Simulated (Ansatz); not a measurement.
TiN (rock salt)

```cif
data_NTi
_chemical_formula_sum 'N1 Ti1'
_space_group_name_H-M_alt 'P 1'
_space_group_IT_number 1
_cell_length_a 2.99341
_cell_length_b 2.99341
_cell_length_c 2.99341
_cell_angle_alpha 60.000
_cell_angle_beta 60.000
_cell_angle_gamma 60.000
loop_
_space_group_symop_operation_xyz
  'x, y, z'
loop_
_atom_site_label
_atom_site_type_symbol
_atom_site_fract_x
_atom_site_fract_y
_atom_site_fract_z
_atom_site_occupancy
N1 N 0.00000 0.00000 0.00000 1
Ti1 Ti 0.50000 0.50000 0.50000 1
```

The volume is varied about the relaxed value V₀ at fixed cell shape. Symmetry pins the atoms to their sites.

All values below come from r2SCAN (plane waves to 500 eV, PAW, scalar-relativistic; Ansatz, a first-principles code). k mesh 19×19×19 (Γ-centred), Fermi-Dirac smearing 0.05 eV. The energy includes the smearing's −TS. The PAW data are Ansatz's earlier set. TiN is run without spin polarisation. TiN was relaxed with its symmetry unable to fall. ΔE is measured from the relaxed starting cell.

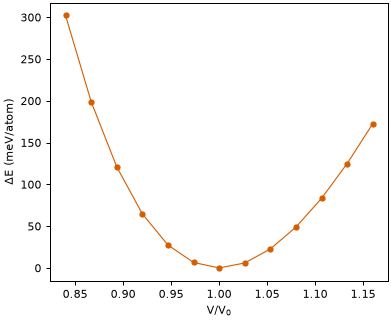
Figure. ΔE (meV/atom) against V/V₀; one marker a computed point.

What is ΔE at V/V₀ = 1.160?

About 170 meV/atom.

What is ΔE at V/V₀ = 0.840?

About 300 meV/atom.

What bulk modulus B₀ follows from a third-order Birch-Murnaghan fit?

About 290 GPa.

(Under strain, the slope of the energy per volume gives the stress and its curvature an elastic modulus.)
